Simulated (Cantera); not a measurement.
A closed system holds: 1 mol Si, 0.13 mol CO2, 10 mol N2, held at 11.0 mbar.

These are equilibrium values from Cantera (NASA tables, ideal gas, pure condensed phases), not measurements of a reactor. Candidate condensed phases: C, Si, SiC, SiO2, Si2N2O, Si3N4; 34 gas species. N2 is the only nitrogen source here; it is nearly inert below about 1500 K, so the nitride shown seldom forms there in practice. Mutual solubility and eutectic melting of coexisting phases are not modelled. The tables' values for SiN are old estimates; treat these amounts as uncertain. Rates play no part.

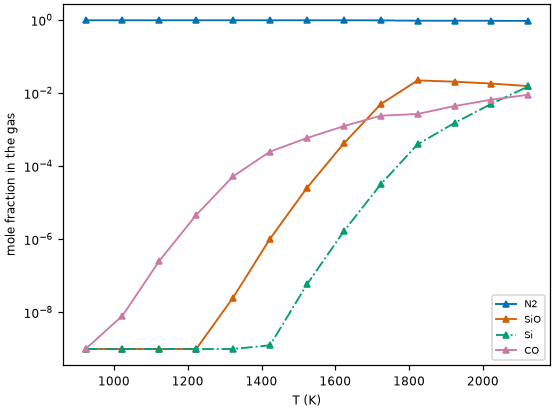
Equilibrium gas composition (values under 1e-9 drawn at 1e-9)

From 923 K to 1323 K the condensed part is C(graphite) + Si2N2O(s) + Si3N4(s). From 1423 K to 1723 K the condensed part is SiC(s) + Si2N2O(s) + Si3N4(s). From 1823 K to 2123 K the condensed part is Si(l) + SiC(s).
